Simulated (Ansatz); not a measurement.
A15 V₃Si (cubic form, which distorts at low temperature) was calculated with PBE (Ansatz, a quantum-chemistry and plane-wave program, PAW).

Run with plane-wave cutoff 520 eV, 12×12×12 k mesh, Fermi–Dirac smearing 0.05 eV, no spin polarisation, scalar-relativistic PAW data made under PBE.

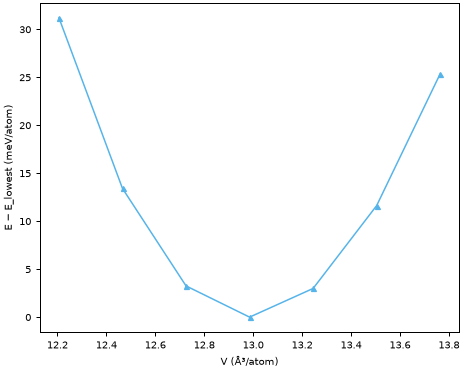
Total energy against volume

Task: From the curve, estimate the equilibrium volume and the bulk modulus.

Result: V0 ≈ 13.0 Å³/atom and B0 ≈ 190 GPa; the fit gives V0 = 12.986 Å³/atom, B0 = 192 GPa, B′ = 4.0.

Measured, for comparison: bulk modulus 171 GPa (300 K, not corrected to a static lattice, sources range from 171 to 176; as tabulated in Lu and Klein (1997), arXiv:cond-mat/9704251); equilibrium volume per atom 13.18 Å³/atom (temperature not stated, not corrected to a static lattice; as tabulated in Zeng et al. (2023), arXiv:2309.11055). Computed less measured: bulk modulus +12 % (+9 % to +12 % over the range), equilibrium volume per atom -1.4 %. A static lattice is as a rule a little smaller and stiffer than an uncorrected measurement, which can account for part of this in the equilibrium volume per atom.

Note: symmetry holds this phase in the static calculation, where it need not be a minimum.
